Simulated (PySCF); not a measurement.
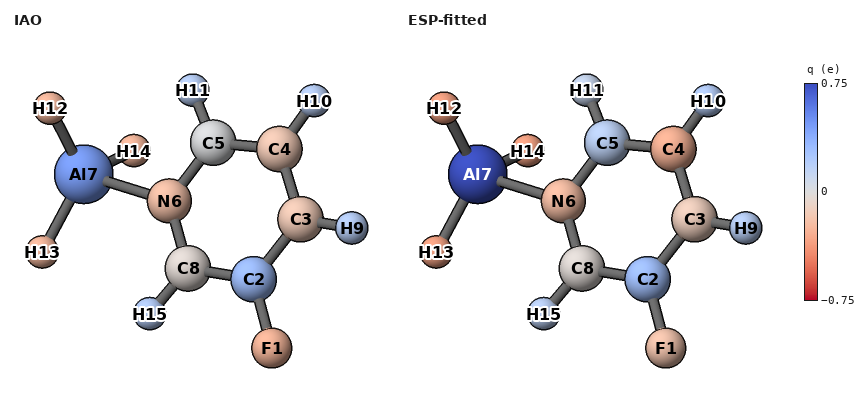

Atomic charges of one calculation by 2 schemes, on one colour scale. The computed structure is the end point of a GFN2-xTB optimisation. No frequency run is at hand to confirm it as a minimum. Level of theory: PBE0/pcSseg-1 (PySCF 2.14.0).

Question: Which scheme gives the most polar picture (largest mean size of the charges)?

Answer: The ESP-fitted charges are the largest in size here.

Question: On which atom do the schemes disagree most?

Answer: On Al7 (from 0.44 to 0.72 e).

List the charges (e), one line for each set of equivalent atoms.

| atom | IAO | ESP-fitted |
| --- | --- | --- |
| F1 | −0.25 | −0.18 |
| C2 | 0.29 | 0.28 |
| C3 | −0.14 | −0.12 |
| C4 | −0.15 | −0.27 |
| C5 | 0.01 | 0.16 |
| N6 | −0.20 | −0.21 |
| Al7 | 0.44 | 0.72 |
| C8 | −0.03 | −0.03 |
| H9 | 0.19 | 0.18 |
| H10 | 0.18 | 0.19 |
| H11 | 0.18 | 0.11 |
| H12 | −0.24 | −0.33 |
| H13 | −0.24 | −0.33 |
| H14 | −0.24 | −0.33 |
| H15 | 0.19 | 0.17 |

The geometry is semi-empirical. Around Al such bond lengths and angles can be off by a tenth of an ångström or more and by several degrees, and values that hang on the shape move with them.
